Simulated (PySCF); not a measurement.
```yaml
atoms:
  - { symbol: B, position_ang: [-2.0987, -1.2629, -0.0807] }
  - { symbol: N, position_ang: [-0.7098, -1.2535, -0.1334] }
  - { symbol: Si, position_ang: [0.4121, 0.0258, 0.3077] }
  - { symbol: Si, position_ang: [-0.2802, 2.0892, -0.4733] }
  - { symbol: C, position_ang: [1.9920, -0.5481, -0.4874] }
  - { symbol: C, position_ang: [3.0118, -0.8999, -1.0192] }
  - { symbol: H, position_ang: [-2.6902, -2.2330, -0.3729] }
  - { symbol: H, position_ang: [-2.6542, -0.2877, 0.2607] }
  - { symbol: H, position_ang: [-0.2635, -2.1107, -0.4264] }
  - { symbol: H, position_ang: [0.6474, -0.0871, 1.7638] }
  - { symbol: H, position_ang: [0.6559, 3.1280, -0.0242] }
  - { symbol: H, position_ang: [-1.6047, 2.4856, 0.0125] }
  - { symbol: H, position_ang: [-0.3223, 2.1694, -1.9381] }
  - { symbol: H, position_ang: [3.9037, -1.2156, -1.4809] }
```

Geometry: GFN2-xTB.

All numbers below come from B3LYP/def2-SVPD, SCF density, gas phase in PySCF.

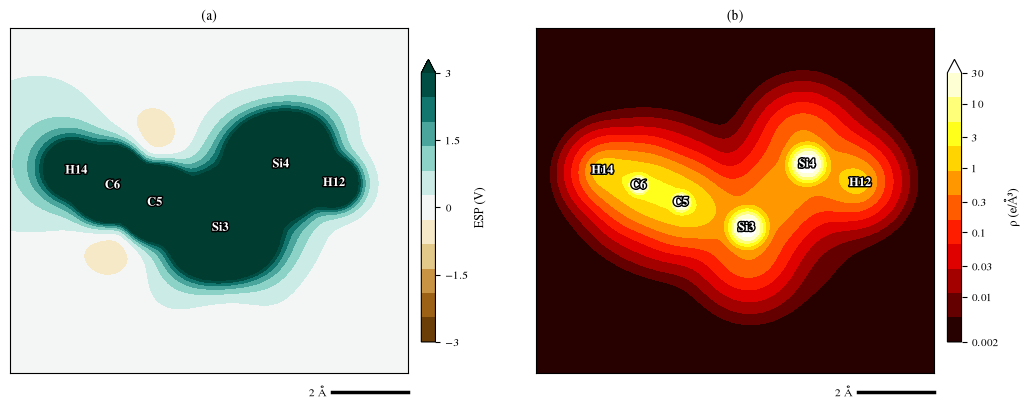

C2H8BNSi2. (a) electrostatic potential; (b) total electron density on the plane of atoms Si4, Si3 and C5.

Question: Describe what can be read from this map.

Answer:
- The plane passes through Si, C and H nuclei.
- C–C (1.20 Å): the density is about 2.8 e/Å³ at the midpoint.
- C–Si (1.86 Å): ρ is about 0.92 e/Å³ halfway.
- Si–Si (2.31 Å): ρ is about 0.69 e/Å³ halfway.
- C–H (1.05 Å): ρ at the midpoint is about 2.1 e/Å³.
- Outside the dense part of the molecule the potential is most negative (−0.5 V) near C5.
